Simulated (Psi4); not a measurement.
**Frequency calculation of CH₆Al (charge −1) (part 2 of 4)**

Continued. System: CH₆Al, charge −1, SMILES [CH3][AlH3-]. Method: SVWN-RPA/pcseg-1, RKS (Psi4 1.11). The geometry was optimised with SVWN-RPA/pcseg-1 (4 decimals).

Geometry of the input (Å):
```
C  -0.1822  0.1094  -1.0307
Al 0.1673  -0.1007  0.9500
H  -0.5209  -0.8415  -1.4915
H  0.7289  0.4305  -1.5767
H  -0.9673  0.8674  -1.2314
H  -0.8132  0.9161  1.8154
H  1.7463  0.2631  1.2942
H  -0.1341  -1.6596  1.4224
```

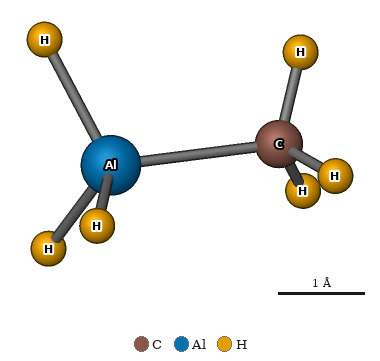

Fig. 1: The structure as given in the input (ball-and-stick view, seen at a tilt). Sticks mark near contacts.

## What the program printed, continued
```
  Basis Set: (PCSEG-1 AUX)
    Blend: DEF2-UNIVERSAL-JKFIT
    Number of shells: 99
    Number of basis functions: 311
    Number of Cartesian functions: 364
    Spherical Harmonics?: true
    Max angular momentum: 4

  Cached 100.0% of DFT collocation blocks in 0.066 [GiB].

  Minimum eigenvalue in the overlap matrix is 1.4099446729E-02.
  Reciprocal condition number of the overlap matrix is 2.6665691768E-03.
    Using symmetric orthogonalization.

  ==> Pre-Iterations <==

  SCF Guess: Superposition of Atomic Densities via on-the-fly atomic UHF (no occupation information).

   -------------------------
    Irrep   Nso     Nmo
   -------------------------
     A         62      62
   -------------------------
    Total      62      62
   -------------------------

  ==> Iterations <==

                           Total Energy        Delta E     RMS |[F,P]|

   @DF-RKS iter SAD:  -282.48538687007812   -2.82485e+02   0.00000e+00
   @DF-RKS iter   1:  -282.63135117319860   -1.45964e-01   1.51990e-02 ADIIS/DIIS
   @DF-RKS iter   2:  -281.51126920536313    1.12008e+00   2.23793e-02 ADIIS/DIIS
   @DF-RKS iter   3:  -283.15147007039883   -1.64020e+00   1.96020e-03 ADIIS/DIIS
   @DF-RKS iter   4:  -283.16525061614476   -1.37805e-02   6.60272e-04 ADIIS/DIIS
   @DF-RKS iter   5:  -283.16713027266979   -1.87966e-03   1.32106e-04 ADIIS/DIIS
   @DF-RKS iter   6:  -283.16718665584943   -5.63832e-05   4.49249e-05 DIIS
   @DF-RKS iter   7:  -283.16719292166897   -6.26582e-06   3.69022e-06 DIIS
   @DF-RKS iter   8:  -283.16719296267712   -4.10081e-08   2.91089e-07 DIIS
   @DF-RKS iter   9:  -283.16719296297276   -2.95643e-10   4.36287e-08 DIIS
   @DF-RKS iter  10:  -283.16719296297708   -4.32010e-12   8.29634e-09 DIIS
  Energy and wave function converged.

  ==> Post-Iterations <==

   Electrons on quadrature grid:
      Ntotal   =   25.9999919548 ; deviation = -8.045e-06

    Orbital Energies [Eh]
    ---------------------

    Doubly Occupied:

       1A    -54.852288     2A     -9.578614     3A     -3.665587
       4A     -2.296870     5A     -2.296870     6A     -2.296407
       7A     -0.432417     8A     -0.178958     9A     -0.178948
      10A     -0.170510    11A     -0.056950    12A     -0.049465
      13A     -0.049456

    Virtual:

      14A      0.151364    15A      0.185423    16A      0.185437
      17A      0.213336    18A      0.227161    19A      0.227164
      20A      0.266989    21A      0.312227    22A      0.318789
      23A      0.318791    24A      0.386557    25A      0.541894
      26A      0.541917    27A      0.596888    28A      0.640215
      29A      0.640260    30A      0.720173    31A      0.743702
      32A      0.743720    33A      0.799310    34A      0.799333
      35A      0.802232    36A      0.983799    37A      1.023847
      38A      1.023870    39A      1.178132    40A      1.501159
      41A      1.501199    42A      1.960529    43A      1.961715
      44A      2.011753    45A      2.013517    46A      2.013525
      47A      2.027788    48A      2.027807    49A      2.111577
      50A      2.114776    51A      2.114798    52A      2.238736
      53A      2.238786    54A      2.343122    55A      2.542022
      56A      2.542046    57A      2.590895    58A      2.727864
      59A      2.727872    60A      3.040901    61A      3.282950
      62A      3.282978

    Final Occupation by Irrep:
              A
    DOCC [    13 ]
    NA   [    13 ]
    NB   [    13 ]

  @DF-RKS Final Energy:  -283.16719296297708

   => Energetics <=

    Nuclear Repulsion Energy =             55.2569566633654503
    One-Electron Energy =                -507.1740849267063140
    Two-Electron Energy =                 194.1757708073947697
    DFT Exchange-Correlation Energy =     -25.4258355070309534
    Empirical Dispersion Energy =           0.0000000000000000
    VV10 Nonlocal Energy =                  0.0000000000000000
    Total Energy =                       -283.1671929629770830

Computation Completed

Properties will be evaluated at   0.000000,   0.000000,   0.000000 [a0]

Properties computed using the SCF density matrix

 Multipole Moments:

 ------------------------------------------------------------------------------------
     Multipole            Electronic (a.u.)      Nuclear  (a.u.)        Total (a.u.)
 ------------------------------------------------------------------------------------

 L = 1.  Multiply by 2.5417464519 to convert [e a0] to [Debye]
 Dipole X            :          0.1415973           -0.3649314           -0.2233342
 Dipole Y            :         -0.0857527            0.2199064            0.1341537
 Dipole Z            :          0.8062799           -2.0713288           -1.2650490
 Magnitude           :                                                    1.2915975

 ------------------------------------------------------------------------------------

	total time  =          2 seconds =       0.03 minutes

         ------------------------------------------------------------
                                   SCF HESS
         ------------------------------------------------------------

  ==> Geometry <==

    Molecular point group: c1
    Full point group: C1

    Geometry (in Angstrom), charge = -1, multiplicity = 1:

       Center              X                  Y                   Z               Mass
    ------------   -----------------  -----------------  -----------------  -----------------
         C           -0.234780535500     0.141122777540    -1.330472000431    12.000000000000
         AL           0.114719464500    -0.068977222460     0.650227999569    26.981538530000
         H           -0.573480535500    -0.809777222460    -1.791272000431     1.007825032230
         H            0.676319464500     0.462222777540    -1.876472000431     1.007825032230
         H           -1.019880535500     0.899122777540    -1.531172000431     1.007825032230
         H           -0.865780535500     0.947822777540     1.515627999569     1.007825032230
         H            1.693719464500     0.294822777540     0.994427999569     1.007825032230
         H           -0.186680535500    -1.627877222460     1.122627999569     1.007825032230

  Nuclear repulsion =   55.256956663365450

  ==> Basis Set <==

  Basis Set: PCSEG-1
    Blend: PCSEG-1
    Number of shells: 32
    Number of basis functions: 62
    Number of Cartesian functions: 64
    Spherical Harmonics?: true
    Max angular momentum: 2

  ==> DFT Potential <==

   => LibXC <=

    Version 7.1.2

   => Composite Functional: SVWN <=

    Slater exchange
    Vosko, Wilk & Nusair (VWN5_RPA)

    Deriv               =              1
    GGA                 =          FALSE
    Meta                =          FALSE

    Exchange Hybrid     =          FALSE
    MP2 Hybrid          =          FALSE

   => Exchange Functionals <=

    1.0000         XC_LDA_X

   => Correlation Functionals <=

    1.0000   XC_LDA_C_VWN_RPA

   => LibXC Density Thresholds  <==

    XC_LDA_C_VWN_RPA:  1.00E-15
    XC_LDA_X:  1.00E-15

   => Molecular Quadrature <=

    Radial Scheme          =       TREUTLER
    Pruning Scheme         =           NONE
    Nuclear Scheme         =       TREUTLER

    Blocking Scheme        =         OCTREE
    BS radius alpha        =              1
    Pruning alpha          =              1
    Radial Points          =             75
    Spherical Points       =            302
    Total Points           =         174804
    Total Blocks           =           1359
    Max Points             =            256
    Max Functions          =             62
    Weights Tolerance      =       1.00E-15

  ==> DFJKGrad: Density-Fitted SCF Gradients <==

    Gradient:                    2
    J tasked:                  Yes
    K tasked:                   No
    wK tasked:                  No
    Integrals threads:           1
    Memory [MiB]:             1144
    Schwarz Cutoff:          1E-12
    Fitting Condition:       1E-10

   => Auxiliary Basis Set <=

  Basis Set: (PCSEG-1 AUX)
    Blend: DEF2-UNIVERSAL-JKFIT
    Number of shells: 99
    Number of basis functions: 311
    Number of Cartesian functions: 364
    Spherical Harmonics?: true
    Max angular momentum: 4

  DFHelper Memory: AOs need 0.010 GiB; user supplied 1.341 GiB.
  SCF_SUBTYPE=INCORE selected. In-core MEM_DF algorithm will be used.
  Using in-core AOs.

  ==> MemDFJK: Density-Fitted J/K Matrices <==

    J tasked:                   Yes
    K tasked:                   Yes
    wK tasked:                   No
    Memory [MiB]:              1373
    Algorithm:                 Core
    Schwarz Cutoff:           1E-12
    Mask sparsity (%):       0.0520
    Fitting Condition:        1E-10

   => Auxiliary Basis Set <=

  Basis Set: (PCSEG-1 AUX)
    Blend: DEF2-UNIVERSAL-JKFIT
    Number of shells: 99
    Number of basis functions: 311
    Number of Cartesian functions: 364
    Spherical Harmonics?: true
    Max angular momentum: 4

   ==> Coupled-Perturbed RKS Solver <==

    Maxiter             =         100
    Convergence         =   1.000E-06
    Number of equations =          24
   -----------------------------------------------------
     Iter   Residual RMS      Max RMS  Remain  Time [s]
   -----------------------------------------------------
        1      7.486e-01    1.100e+00      24         4
        2      1.736e-01    2.472e-01      24         5
        3      3.773e-02    5.943e-02      24         7
        4      6.077e-03    9.894e-03      24         9
        5      9.348e-04    1.233e-03      24        11
        6      1.608e-04    2.488e-04      24        13
        7      3.038e-05    5.165e-05      24        15
        8      4.867e-06    7.745e-06      24        17
        9      8.827e-07    1.323e-06       7        19
       10      5.628e-07    1.317e-07       0        20
  ## Total Hessian (Symmetry 0) ##
  Irrep: 1 Size: 24 x 24

                 1                   2                   3                   4                   5

    1     0.46023546162501     0.00308211483422    -0.02930053651553    -0.02424577257205     0.00133790857092
    2     0.00308211483422     0.46358540977174     0.01770876236444     0.00132651936078    -0.02283732806629
    3    -0.02930053651553     0.01770876236444     0.29880216390231    -0.01255057422830     0.00753837748184
    4    -0.02424577257205     0.00132651936078    -0.01255057422830     0.06874736026488    -0.00008917028658
    5     0.00133790857092    -0.02283732806629     0.00753837748184    -0.00008917028658     0.06865215170759
    6    -0.01254522414932     0.00754186084961    -0.09313105515656     0.00084706460584    -0.00051429722312
    7    -0.06171750439977    -0.07116421089948    -0.03089004933069    -0.00189032731384    -0.00226074242900
    8    -0.06724515139214    -0.22586279413287    -0.09151721606175     0.00095826087686     0.00010869746419
    9    -0.03585414716017    -0.11078505925871    -0.07307691875792    -0.00365954999201    -0.01299112627521
   10    -0.20894684832280    -0.06076625392505     0.10434686662475     0.00079273787813     0.00104335608458
   11    -0.06372440402400    -0.05918806432715     0.03568990895160    -0.00137552704302    -0.00168009004563
   12     0.12375507150081     0.04075788547384    -0.09248204776886     0.01279293950455     0.00370953858161
   13    -0.16869066783748     0.12731964907598    -0.02963439401760    -0.00254346076830     0.00127513259202
   14     0.12634677151026    -0.15927755112203     0.02940661142186     0.00048327832699    -0.00199941387426
   15    -0.04408234804669     0.04360337919261    -0.03271351980577    -0.00972320027041     0.00964202277175
   16     0.00217825189143     0.00054996819147     0.00003025567888    -0.04183628817818     0.02688478330576
   17     0.00085800805521     0.00186167864741    -0.00048600451061     0.02679388252377    -0.04369829487792
   18     0.00465924509593    -0.00500783566583    -0.00417452543962     0.02152052541177    -0.02232356606191
   19    -0.00160028233211    -0.00093227912453    -0.00138684329380    -0.08230315240143    -0.01529099745819
   20     0.00001420249060     0.00270506042978     0.00023898563061    -0.01557122096718    -0.01949733058384
   21    -0.00758157373738    -0.00140052997086    -0.00124357048272    -0.01267038657600    -0.00291159002653
   22     0.00276428929807     0.00058742380367    -0.00058391923398    -0.01840544440164    -0.01289840425182
   23    -0.00066612946105    -0.00100418910507     0.00141371815598    -0.01252576177304    -0.08073389720164
   24     0.00097979383814     0.00757439694697    -0.00189428434764     0.00344128694594     0.01785095390674

                 6                   7                   8                   9                  10

    1    -0.01254522414932    -0.06171750439977    -0.06724515139214    -0.03585414716017    -0.20894684832280
    2     0.00754186084961    -0.07116421089948    -0.22586279413287    -0.11078505925871    -0.06076625392505
    3    -0.09313105515656    -0.03089004933069    -0.09151721606175    -0.07307691875792     0.10434686662475
    4     0.00084706460584    -0.00189032731384     0.00095826087686    -0.00365954999201     0.00079273787813
    5    -0.00051429722312    -0.00226074242900     0.00010869746419    -0.01299112627521     0.00104335608458
    6     0.07341854084457     0.00040801947968     0.00280228788175    -0.00292086642125    -0.00312038222708
    7     0.00040801947968     0.06447307091572     0.07462390065226     0.03352224906058    -0.00706149339885
    8     0.00280228788175     0.07462390065226     0.24786032345508     0.10158950581778    -0.00068616397066
    9    -0.00292086642125     0.03352224906058     0.10158950581778     0.07453350560991     0.00450736663115
   10    -0.00312038222708    -0.00706149339885    -0.00068616397066     0.00450736663115     0.23056991793639
   11    -0.00044732216756    -0.02072825414234    -0.00686466278673     0.01386636345368     0.06787212956783
   12    -0.00382323651902    -0.01167362942237    -0.00396988576610     0.00359646587930    -0.11623772338137
   13     0.00211994701208     0.00625366534738    -0.00783192708163     0.00118852960526    -0.01604111029171
   14    -0.00199689110703     0.01879843307953    -0.01608637433645     0.00597657879442    -0.00766421556230
   15    -0.00016050136386     0.00903616504452    -0.00854695567673    -0.00049569957863     0.01031351054580
   16     0.02289316650807    -0.00000129032869    -0.00018802492938     0.00038461321874     0.00020587914089
   17    -0.02366781524301     0.00002311781347     0.00024355916412     0.00072350318499    -0.00020474251278
   18    -0.03497807828576     0.00018201898474    -0.00021621717637    -0.00215644306016     0.00007325329453
   19    -0.01451097760155    -0.00025907372119     0.00027399310843    -0.00070191780671     0.00053114678731
   20    -0.00339635227834     0.00043963605639     0.00003760231171     0.00092771618272     0.00008255261384
   21    -0.01871906166986    -0.00098104323565     0.00000424961314    -0.00170064550197     0.00026722478896
   22     0.00390757561869     0.00021392348751     0.00009716990241     0.00061620261771    -0.00005194168090
   23     0.01967772783482     0.00026967913913     0.00056500965018     0.00068477930708     0.00031270565163
   24    -0.02137331084420     0.00039963754639    -0.00015291813877     0.00221645585464    -0.00015207477670

                11                  12                  13                  14                  15

    1    -0.06372440402400     0.12375507150081    -0.16869066783748     0.12634677151026    -0.04408234804669
    2    -0.05918806432715     0.04075788547384     0.12731964907598    -0.15927755112203     0.04360337919261
    3     0.03568990895160    -0.09248204776886    -0.02963439401760     0.02940661142186    -0.03271351980577
    4    -0.00137552704302     0.01279293950455    -0.00254346076830     0.00048327832699    -0.00972320027041
    5    -0.00168009004563     0.00370953858161     0.00127513259202    -0.00199941387426     0.00964202277175
    6    -0.00044732216756    -0.00382323651902     0.00211994701208    -0.00199689110703    -0.00016050136386
    7    -0.02072825414234    -0.01167362942237     0.00625366534738     0.01879843307953     0.00903616504452
    8    -0.00686466278673    -0.00396988576610    -0.00783192708163    -0.01608637433645    -0.00854695567673
    9     0.01386636345368     0.00359646587930     0.00118852960526     0.00597657879442    -0.00049569957863
   10     0.06787212956783    -0.11623772338137    -0.01604111029171    -0.00766421556230     0.01031351054580
   11     0.06208529972339    -0.03884945975084     0.01734041739058     0.00569347592273    -0.01051060092145
   12    -0.03884945975084     0.09418174555842    -0.00610658899802    -0.00119141365663     0.00001822592488
   13     0.01734041739058    -0.00610658899802     0.18043123926213    -0.13729735347654     0.03337112773738
   14     0.00569347592273    -0.00119141365663    -0.13729735347654     0.17111301353195    -0.03300111130402
   15    -0.01051060092145     0.00001822592488     0.03337112773738    -0.03300111130402     0.03536038525818
   16    -0.00004196995224    -0.00087145751344     0.00054133347833    -0.00040981391314     0.00091237073361
   17    -0.00005087635873    -0.00052486530357    -0.00045049900943     0.00045513856654    -0.00076758856624
   18    -0.00032119598918    -0.00207644769877     0.00028398131756    -0.00015013250304     0.00199910475083
   19     0.00020896144260    -0.00057467629554     0.00002515786955    -0.00017300982069    -0.00035321082554
   20     0.00015877252072    -0.00049063749347    -0.00019036757614    -0.00001150233413    -0.00065562030352
   21    -0.00027096163853     0.00230695672453    -0.00107691461499     0.00001274125806    -0.00192714779684
   22     0.00043862091462    -0.00108778041252     0.00003034519624    -0.00008073004017     0.00051674197109
   23    -0.00014191078648     0.00055745528556    -0.00016110734935     0.00010959969481     0.00024061416651
   24     0.00084196214788    -0.00171912162490    -0.00015463097957     0.00094742459875    -0.00206254699868

                16                  17                  18                  19                  20
```
